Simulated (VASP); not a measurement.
Band structure of GaP (space group P6_3mc). Level of theory: LDA (Ceperley-Alder, Perdew-Zunger), VASP's LDA PAW potentials (set 64) (plane waves; VASP).

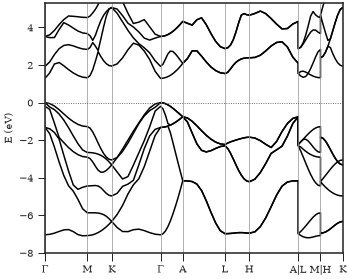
Figure: Bands along high-symmetry lines, zero at the valence-band maximum or, without a gap, the Fermi level

Task: Read the plot: is there a gap, and where are the band edges?

Result: The gap is direct, 1.29 eV, from the valence maximum at Γ to the conduction minimum at Γ. (Edges off the drawn lines would not show.)

The structure comes from a computed database's GaP entry (P6_3mc); how it stands against other phases isn't given here. It was relaxed first.
